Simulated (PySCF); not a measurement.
Vertical excitations of a molecule C3H7FOSi from TDDFT-CAM-B3LYP/def2-SVPD run with PySCF 2.14.0, as energy in eV (oscillator strength): 3.53 (0.001), 6.61 (0.004), 6.89 (0.014), 7.41 (0.024), 7.57 (0.021), 7.59 (0.025), 8.10 (0.051), 8.36 (0.207), 8.50 (0.046), 8.53 (0.015). Lowest triplet (TDA): 2.87 eV. Geometry optimised at B3LYP-D3(BJ)/def2-SVP. The values are those of a single conformer.

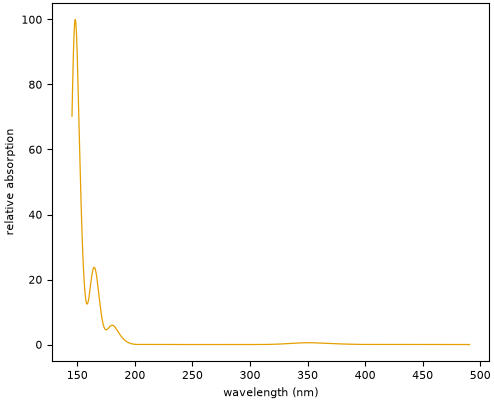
The lines broadened by 0.4 eV.

Which molecule gave these data?
A) C[C@@H](C=O)[SiH2]F
B) C[Si](C)(F)C=O
C) CC(=O)[Si@@H](C)F
D) C[C@]1(F)OC[SiH2]1

C, CC(=O)[Si@@H](C)F
